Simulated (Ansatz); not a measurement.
The starting structures come from a database of crystals and need not be the phases stable at ambient conditions.

 Where the default PAW files enter, the runs use the earlier of Ansatz's two default sets.

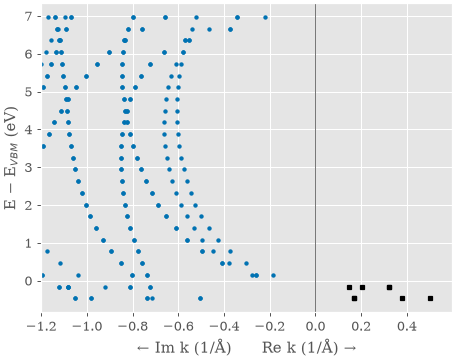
*Complex bands at the centre of the two-dimensional zone; r2SCAN (Ansatz, a program for electronic structure)*

The gap is the functional's own. No spin-orbit coupling. Mid-gap values are interpolated on the energy grid.

Q: This is LiScF$_{4}$ (I4_1/a, not sure to be the ambient phase, 12 atoms a cell, 10.8 Å³ an atom, -5 GPa at this level) along the normal of (001). Read off the slowest decay at the centre of the two-dimensional zone at 3.25 eV, the computed energy nearest the middle of the gap.

A: κ ≈ 0.59 1/Å, a decay length 1/(2κ) of the density of 0.85 Å.
